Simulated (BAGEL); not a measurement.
**HF/6-31G(d) (density fitting with cc-pvqz-jkfit, spherical functions) run of C2F3N (trifluoromethylisocyanide)**

Aim: the vertical ionisation energy of C2F3N (trifluoromethylisocyanide) at HF/6-31G* (density fitting with cc-pvqz-jkfit, spherical functions), from 2 runs. 

The results are computed with BAGEL 1.2.2.

2 further runs of the same task are left out: 2 set aside as unsound or not needed. Runs told in other sessions of the task aren't counted.

## 1. Starting point

The species is C2F3N (6 atoms), meant as a singlet with charge 0. As SMILES, `[C-]#[N+]C(F)(F)F`. The coordinates come from a PBE0-D4/def2-TZVP relaxation.

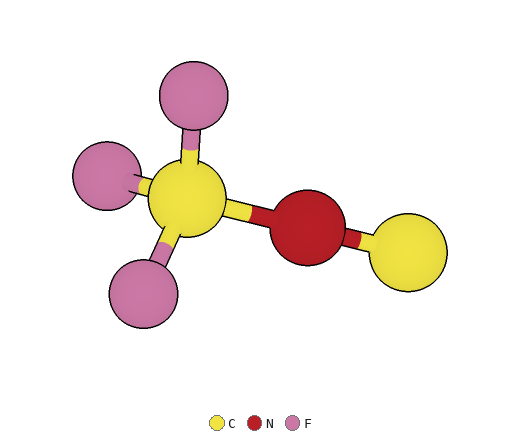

Viewed from a chosen angle; carbon yellow, nitrogen red, fluorine pink.

## 2. The energy at HF/6-31G(d) (density fitting with cc-pvqz-jkfit, spherical functions)

The input, hf.json:

```json
{ "bagel" : [

{
  "title" : "molecule",
  "basis" : "6-31gs.json",
  "df_basis" : "cc-pvqz-jkfit",
  "angstrom" : true,
  "geometry" : [
    { "atom" : "C", "xyz" : [       0.847870,      -1.738560,       0.906050 ] },
    { "atom" : "N", "xyz" : [       0.383970,      -0.786810,       0.410270 ] },
    { "atom" : "C", "xyz" : [      -0.172600,       0.353950,      -0.184440 ] },
    { "atom" : "F", "xyz" : [      -1.291150,       0.037040,      -0.816420 ] },
    { "atom" : "F", "xyz" : [       0.677790,       0.873500,      -1.054990 ] },
    { "atom" : "F", "xyz" : [      -0.445880,       1.260880,       0.739530 ] }
  ]
},

{
  "title" : "hf"
},

{
  "title" : "print",
  "file" : "orbitals.molden",
  "orbitals" : true
}

]}
```

The basis set 6-31G* is read from a file made from the Basis Set Exchange's data (not shown).

Command:

```
$ BAGEL_NUM_THREADS=1 BAGEL hf.json > hf.out
```

The log of the run:

```text
* using 1 threads per process

  ===============================================================
  ===============================================================

  *** Geometry ***

  { "atom" : "C", "xyz" : [      1.602242,     -3.285402,      1.712186 ] },
  { "atom" : "N", "xyz" : [      0.725598,     -1.486855,      0.775298 ] },
  { "atom" : "C", "xyz" : [     -0.326167,      0.668869,     -0.348541 ] },
  { "atom" : "F", "xyz" : [     -2.439920,      0.069995,     -1.542810 ] },
  { "atom" : "F", "xyz" : [      1.280837,      1.650676,     -1.993642 ] },
  { "atom" : "F", "xyz" : [     -0.842591,      2.382718,      1.397509 ] },

  Number of auxiliary basis functions:      636

  Since a DF basis is specified, we compute 2- and 3-index integrals:
    o Being stored without compression. Storage requirement is 0.036 GB

  Number of basis functions:       84
  Number of electrons      :       46

    * METHOD: MOLECULE                             0.37

  *** RHF ***

  === Nuclear Repulsion ===
   237.7871806126

      * DIIS with orbital gradients will be used.

  === RHF iteration (6-31gs.json) ===
      0       -428.19036702          0.02450993           0.10
      1       -428.38127720          0.01472087           0.10
      2       -428.46235836          0.00130441           0.10
      3       -428.46383035          0.00050223           0.10
      4       -428.46394600          0.00012432           0.10
      5       -428.46395900          0.00004301           0.10
      6       -428.46396028          0.00001340           0.10
      7       -428.46396044          0.00000203           0.10
      8       -428.46396044          0.00000053           0.09
      9       -428.46396044          0.00000023           0.10
     10       -428.46396044          0.00000008           0.10
     11       -428.46396044          0.00000003           0.10
     12       -428.46396044          0.00000001           0.10
    * SCF iteration converged.

    * Permanent dipole moment:
           (    0.082530,    -0.169324,     0.088173) a.u.

    * METHOD: HF                                   1.46

    * METHOD: PRINT                                0.01

  ===============================================================
```

It took 2 s on 1 thread of Arm Neoverse V2, shared host; peak memory 0.14 GiB.

## 3. The doublet cation at the same level

Edit hf.json of step 2 so:

```diff
@@ -6,3 +6,3 @@
   "df_basis" : "cc-pvqz-jkfit",
-  "angstrom" : true,
+  "angstrom" : "true",
   "geometry" : [
@@ -17,11 +17,5 @@
 
-{
-  "title" : "hf"
-},
+{ "title" : "uhf", "charge" : 1, "nopen" : 1 },
 
-{
-  "title" : "print",
-  "file" : "orbitals.molden",
-  "orbitals" : true
-}
+{ "title" : "print", "file" : "orbitals.molden", "orbitals" : "true" }
```

The basis set 6-31G* is read from a file made from the Basis Set Exchange's data (not shown).

Command:

```
$ BAGEL_NUM_THREADS=1 BAGEL hf.json > hf.out
```

The log of the run:

```text
* using 1 threads per process

  ===============================================================
  ===============================================================

  *** Geometry ***

  { "atom" : "C", "xyz" : [      1.602242,     -3.285402,      1.712186 ] },
  { "atom" : "N", "xyz" : [      0.725598,     -1.486855,      0.775298 ] },
  { "atom" : "C", "xyz" : [     -0.326167,      0.668869,     -0.348541 ] },
  { "atom" : "F", "xyz" : [     -2.439920,      0.069995,     -1.542810 ] },
  { "atom" : "F", "xyz" : [      1.280837,      1.650676,     -1.993642 ] },
  { "atom" : "F", "xyz" : [     -0.842591,      2.382718,      1.397509 ] },

  Number of auxiliary basis functions:      636

  Since a DF basis is specified, we compute 2- and 3-index integrals:
    o Being stored without compression. Storage requirement is 0.036 GB

  Number of basis functions:       84
  Number of electrons      :       46

    * METHOD: MOLECULE                             0.36

  *** Open-shell HF ***

  === Nuclear Repulsion ===
   237.7871806126

      * DIIS with orbital gradients will be used.

  === UHF iteration (6-31gs.json) ===
      0       -427.66180302          0.05254500           0.20
      1       -427.90716423          0.03247274           0.20
      2       -427.98509764          0.01946256           0.20
      3       -428.02794511          0.00238707           0.20
      4       -428.03094312          0.00141057           0.20
      5       -428.03335815          0.00064907           0.20
      6       -428.03506373          0.00037565           0.20
      7       -428.03743629          0.00031785           0.19
      8       -428.04102032          0.00030691           0.19
      9       -428.04192435          0.00025444           0.19
     10       -428.04237169          0.00005548           0.20
     11       -428.04237353          0.00002840           0.19
     12       -428.04237310          0.00001550           0.19
     13       -428.04237375          0.00000404           0.20
     14       -428.04237438          0.00000106           0.20
     15       -428.04237441          0.00000023           0.20
     16       -428.04237441          0.00000017           0.19
     17       -428.04237441          0.00000004           0.20
     18       -428.04237441          0.00000001           0.20
     19       -428.04237441          0.00000001           0.19
    * SCF iteration converged.

    * S^2 (UHF) is 1.1432

    * Permanent dipole moment:
           (   -1.269340,     2.602484,    -1.356441) a.u.

    * METHOD: UHF                                  4.11

    * METHOD: PRINT                                0.01

  ===============================================================
```

It took 4.8 s on 1 thread of Arm Neoverse V2, shared host; peak memory 0.14 GiB.

## 4. Outcome

Level: HF/6-31G* (density fitting with cc-pvqz-jkfit, spherical functions).

| quantity | value |
| --- | --- |
| singlet C2F3N: total energy | -428.46396 Eh |
| singlet C2F3N: dipole moment | 0.53 D |
| singlet C2F3N: HOMO energy | -14.09 eV |
| singlet C2F3N: LUMO energy | 4.07 eV |
| singlet C2F3N: HOMO–LUMO gap | 18.16 eV |
| doublet cation: total energy | -428.04237 Eh |
| doublet cation: ⟨S²⟩ | 1.143 |
| vertical ionisation energy (to the doublet cation) | 11.472 eV |

What this shows: Removing an electron at fixed nuclei costs 11.47 eV (265 kcal/mol). The negative HOMO energy of the first species, 14.09 eV, lies 2.62 eV above that difference. ⟨S²⟩ (doublet cation) is 1.14 where a pure doublet has 0.75: the reference is spin-contaminated.
